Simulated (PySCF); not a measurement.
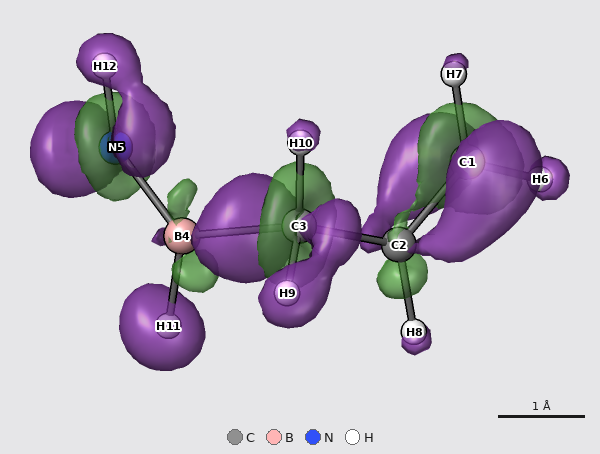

Figure. C3H7BN, doublet, SMILES `C=CCB[NH]`. Fukui function f⁻ = ρ(N) − ρ(N−1) at fixed geometry, surfaces at ±0.04 e/Å³ (purple positive, green negative).

Method: B3LYP/6-31G*; geometry: GFN2-xTB; program: PySCF. No frequency check shows the geometry to be a minimum. GFN2-xTB doesn't know the spin state, so this open-shell geometry is rough.

Coordinates in Å:

```
C1      -1.9852   -0.6788   -0.0919
C2      -1.2236    0.4100   -0.1749
C3      -0.0139    0.6313    0.6158
B4       1.3112    0.3560   -0.3964
N5       2.1418   -0.6048   -0.1059
H6      -2.8666   -0.8066   -0.6962
H7      -1.7549   -1.4761    0.5956
H8      -1.4722    1.1818   -0.8925
H9       0.1086    1.6669    0.9202
H10      0.0447   -0.0312    1.4740
H11      1.3902    1.0915   -1.3013
H12      2.3373   -1.3475    0.5298
```

On which atoms does the density change most on removal of an electron?

Answer. f⁻ (Hirshfeld-condensed) is largest on C1 (0.17), N5 (0.15) and C3 (0.10); the vertical ionisation energy is 8.64 eV (to the singlet cation, which needn't be its lowest state). Condensed values hint at sites of electrophilic attack but needn't mark the atom that reacts. Shares this close don't rank the sites. Orbital relaxation makes it negative in places (0.20 e in all).

Run time: 26 s on 1 thread of AMD EPYC 7B13 (Zen 3), on a shared host, peak memory 0.43 GiB.
